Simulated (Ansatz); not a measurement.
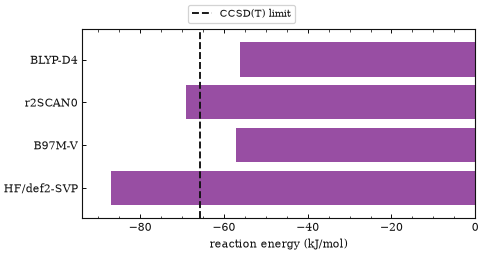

Electronic reaction energy of CH₅InS (C[S][InH2]) + HI (I) → InH₂I ([InH2][I]) + CH₄S (CS) (SMILES in brackets) at several levels (functionals in def2-TZVPP unless a basis is named), isolated molecules at PBE0-D4 triple-zeta geometries, minima by their frequencies, no zero-point or thermal terms, the Ansatz code 0.2.0. The line is frozen-core CCSD(T) at the basis limit (MP2 extrapolated from triple and quadruple zeta, plus CCSD(T) less MP2 in a smaller set). No dispersion term is added to r2SCAN0. The distance of HF/def2-SVP to the limit includes basis error. Core potentials past Kr. The limit lies 5.8 kJ/mol from CCSD(T)/def2-TZVPP, so the line itself is uncertain by a part of that.

### What do zero-point energy and temperature add?

Zero-point change 6.3 kJ/mol; at 298.15 K and 1 bar the CCSD(T) limit plus thermal terms gives an enthalpy of reaction of −61.6 and a free energy of −63.0 kJ/mol (harmonic PBE0-D4 modes, ideal gas).

### Which level comes closest to the line (CCSD(T) limit), and which misses most?

Closest r2SCAN0 (−69.0 kJ/mol), against −65.8 kJ/mol; farthest HF/def2-SVP (−86.9 kJ/mol).

Note: outer-core shells are correlated without core-valence functions, which makes the correlated values less sure; spin-orbit coupling is left out, and with In and I it can shift these values.
